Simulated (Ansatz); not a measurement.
Two G0W0 runs on CsPbBr3 (Pm-3m).

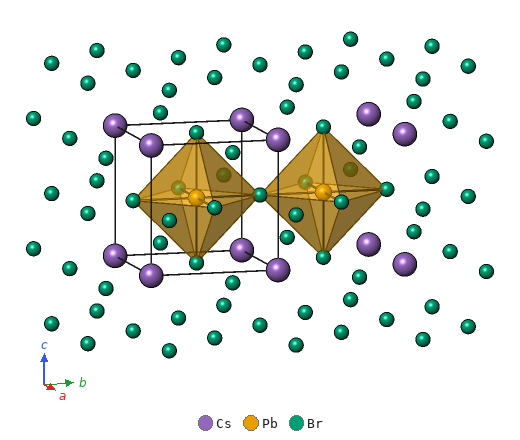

The structure (caesium purple, lead orange, bromine teal). 1×2×1 cells are drawn. Some periodic images of atoms are drawn too.

The structure is cubic, space group Pm-3m (No. 221). Conventional cell: a = 5.949 Å, b = 5.949 Å, c = 5.949 Å, α = 90.00°, β = 90.00°, γ = 90.00°. Cs has 12 Br at 4.21 Å nearest. Pb has 6 Br at 2.97 Å nearest. Nearest to Br lie 2 Pb at 2.97 Å and 4 Cs at 4.21 Å. Farther neighbours and most contacts between anions are not listed.

```xyz
5
Lattice="5.9486 0.0000 0.0000 0.0000 5.9486 0.0000 0.0000 0.0000 5.9486" Properties=species:S:1:pos:R:3 pbc="T T T"
Cs    0.0000    0.0000    0.0000
Pb    2.9743    2.9743    2.9743
Br    2.9743    2.9743    0.0000
Br    2.9743    0.0000    2.9743
Br    0.0000    2.9743    2.9743
```

The cell and positions are those that the Materials Project relaxed with its own functionals (PBE, PBE+U or r2SCAN), kept fixed. Spin-orbit coupling is left out unless a run names it.

The first (Ansatz 0.2.0; start PBE, 4×4×4 mesh, 878 empty bands, screening to 150 eV, hard PAW files; 1 × NVIDIA H100 80GB HBM3 (shared by 3 runs) with 4 threads of AMD EPYC 7R13 (Zen 3), shared host) gave, on its mesh: starting gap 1.69 eV, G0W0 gap 2.76 eV, RPA ε∞ (mean) 5.21, 68 s.

Q: The second changes empty bands from 878 to 1559 and screening cutoff (eV) from 150.0 to 220.0. What does it give?

It gave: starting gap 1.69 eV, G0W0 gap 2.85 eV, RPA ε∞ (mean) 5.21, 1.9 min. The G0W0 gap moves by +0.09 eV, +0.00 eV from the start and +0.09 eV from the correction. Σc changes by −0.15 eV at the valence top and −0.06 eV at the conduction bottom, and Σx − Vxc between them by +0.00 eV.

Limits: not at the basis limit; no spin-orbit coupling.

[Paths, hosts, dates, memory and timing lines, banners, echoed tables and standing remarks are left out of the program output.]

[Logs are printed without paths, hosts, clocks, repeated set-up lines and the standing remarks that a program may print on its own settings, such as how far it seeks lower states.]

[Runs of the session that timed out or met a known fault of the program may be left out.]

[Cells called generated may have been cut or substituted from an entry of the Crystallography Open Database or the Materials Project.]

[Hosts, paths, dates, database ids (printed as entryN), source tags and the programs' standing remarks are cut or masked in the printed files.]
